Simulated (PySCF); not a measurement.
# NMR shielding calculation, with input and output: C5H7P

- system: C5H7P
- method: GIAO PBE0/pcSseg-1 NMR shielding, non-relativistic, gas phase (PySCF 2.14.0)

The geometry comes from this level: GFN2-xTB. Figures and captions count atoms from 1; the log counts them from 0 in places.

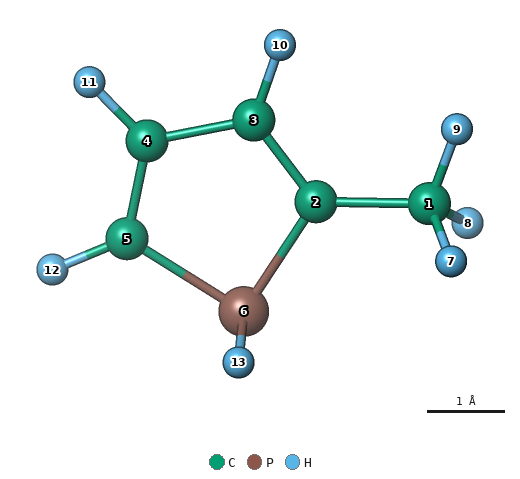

**Figure 1.** The structure as given in the input (ball-and-stick view, seen on its broad side; atoms are numbered from 1 in the order of the input). Bond lengths as drawn: C–C 1.35 to 1.49 Å, C–H 1.08 to 1.09 Å, C–P 1.81 to 1.82 Å and H–P 1.40 Å.

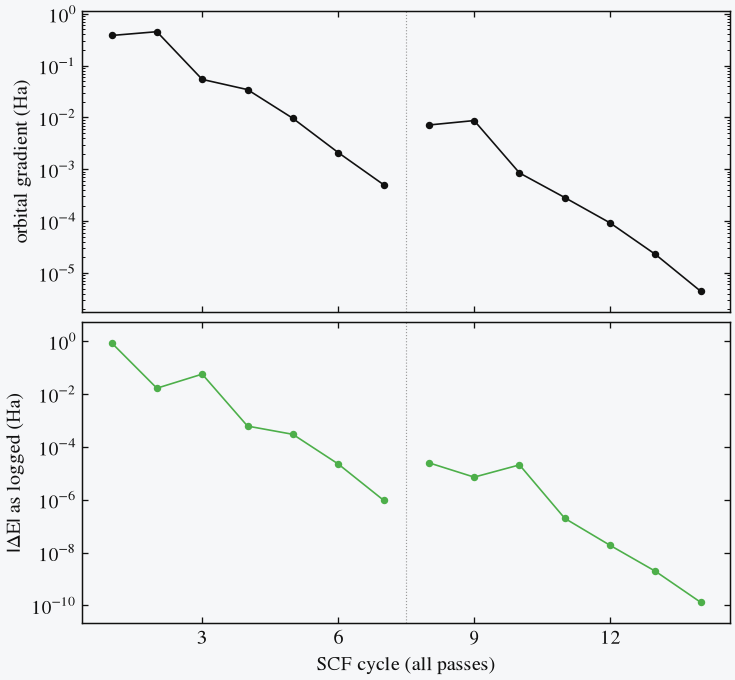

**Figure 2.** Convergence of the self-consistent field: orbital gradient and size of the energy change against the SCF cycle. The dotted line marks the change from a coarse to the final integration grid. The first 7 cycles use a coarse grid, the final grid takes over at cycle 8, and the field converges after 14 cycles in all.

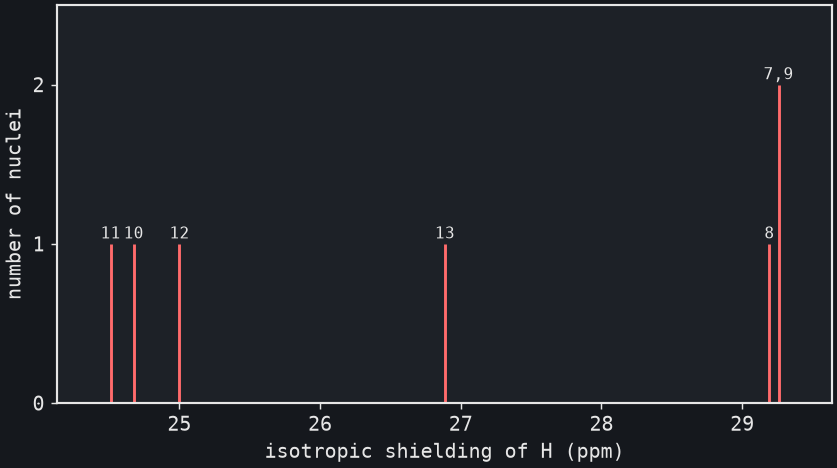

**Figure 3.** Isotropic shieldings of the hydrogen nuclei in this fixed geometry, labelled by atom number; shielding grows to the right, so chemical shift grows to the left. The least shielded is H11 (24.5 ppm), the most shielded H9 (29.3 ppm).

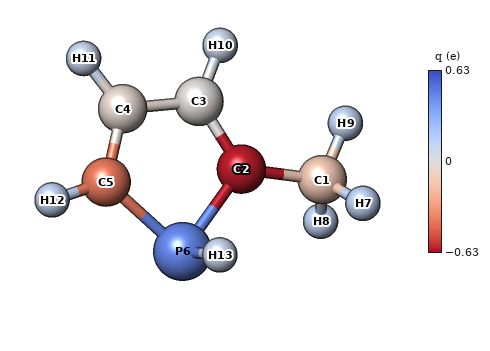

**Figure 4.** Mulliken charges, as the colour of each atom (ball-and-stick view, seen at a tilt; atoms are numbered from 1 in the order of the input). By element: C −0.60 to −0.01, P +0.44 and H +0.08 to +0.13 e.

The input and output of the run follow.

The input
```
{"job": {"kind": "nmr", "xc": "PBE0", "basis": "pcSseg-1"}, "charge": 0, "multiplicity": 1}
C     -2.014931     0.104357     0.326584
C     -0.557248     0.041803     0.018175
C      0.251092    -1.026626     0.168395
C      1.621390    -0.795278    -0.204019
C      1.870238     0.452685    -0.639608
P      0.347987     1.414498    -0.770563
H     -2.225957     0.906981     1.033128
H     -2.585764     0.306167    -0.579418
H     -2.356885    -0.836750     0.752948
H     -0.075775    -1.977720     0.559698
H      2.370336    -1.566463    -0.110006
H      2.824534     0.822411    -0.974253
H      0.526594     2.154421     0.401213
```

The first line tells a small driver script what to run in PySCF; the rest is the geometry in Å.

Launch command:
```bash
OMP_NUM_THREADS=1 python <driver script> task.json out
```

Log
```
coarse grid: 11400 points
cycle   1  E = -535.5777590522  dE =  8.738e-01  |g| = 3.826e-01  |ddm| = 3.458e+00
cycle   2  E = -535.5611192738  dE =  1.664e-02  |g| = 4.527e-01  |ddm| = 9.323e-01
cycle   3  E = -535.6178697661  dE = -5.675e-02  |g| = 5.436e-02  |ddm| = 5.926e-01
cycle   4  E = -535.6184828750  dE = -6.131e-04  |g| = 3.452e-02  |ddm| = 1.132e-01
cycle   5  E = -535.6187819344  dE = -2.991e-04  |g| = 9.645e-03  |ddm| = 3.741e-02
cycle   6  E = -535.6188045372  dE = -2.260e-05  |g| = 2.105e-03  |ddm| = 1.057e-02
cycle   7  E = -535.6188055009  dE = -9.637e-07  |g| = 5.063e-04  |ddm| = 2.223e-03
final grid: 105576 points
cycle   8  E = -535.6556603912  dE = -2.501e-05  |g| = 7.159e-03  |ddm| = 3.336e-02
cycle   9  E = -535.6556532160  dE =  7.175e-06  |g| = 8.720e-03  |ddm| = 1.615e-02
cycle  10  E = -535.6556740587  dE = -2.084e-05  |g| = 8.493e-04  |ddm| = 1.064e-02
cycle  11  E = -535.6556742558  dE = -1.971e-07  |g| = 2.843e-04  |ddm| = 1.411e-03
cycle  12  E = -535.6556742746  dE = -1.875e-08  |g| = 9.213e-05  |ddm| = 2.904e-04
cycle  13  E = -535.6556742765  dE = -1.955e-09  |g| = 2.274e-05  |ddm| = 9.693e-05
cycle  14  E = -535.6556742767  dE = -1.304e-10  |g| = 4.412e-06  |ddm| = 3.130e-05
converged SCF energy = -535.6556742767

GIAO shielding tensors (ppm)
atom      isotropic    diamagn.    paramagn.     s11        s22        s33       span
  0 C      165.724     244.403     -78.679    149.682    160.346    187.145     37.462
  1 C       27.411     266.004    -238.593    -70.103      5.188    147.146    217.249
  2 C       44.196     252.627    -208.432    -49.641     53.434    128.794    178.434
  3 C       39.017     254.238    -215.221    -62.715     39.361    140.404    203.120
  4 C       48.742     262.923    -214.181    -56.314     48.935    153.604    209.918
  5 P      387.420     967.308    -579.888    305.945    395.330    460.985    155.040
  6 H       29.251      28.536       0.715     24.546     28.196     35.011     10.465
  7 H       29.193      28.043       1.150     24.512     27.835     35.233     10.721
  8 H       29.266      29.290      -0.024     24.686     28.153     34.959     10.273
  9 H       24.675      33.003      -8.327     22.805     23.297     27.924      5.119
 10 H       24.511      30.839      -6.328     22.493     23.498     27.542      5.049
 11 H       25.001      31.106      -6.105     23.214     25.413     26.375      3.161
 12 H       26.887      28.918      -2.030     21.994     24.943     33.725     11.731
```

Summary

```json
{"quantity": "outcome", "value": "converged"}
{"quantity": "total energy", "value": "−535.655674 hartree"}
{"quantity": "HOMO", "value": "−6.49 eV"}
{"quantity": "LUMO", "value": "−1.02 eV"}
{"quantity": "dipole moment", "value": "0.95 D"}
{"quantity": "isotropic shielding, C", "value": "27.4 to 165.7 ppm"}
{"quantity": "isotropic shielding, P", "value": "387.4 ppm"}
{"quantity": "isotropic shielding, H", "value": "24.5 to 29.3 ppm"}
{"quantity": "hardware", "value": "1 CPU thread, shared host"}
{"quantity": "wall time", "value": "24 s"}
{"quantity": "peak memory", "value": "0.7 GiB"}
```
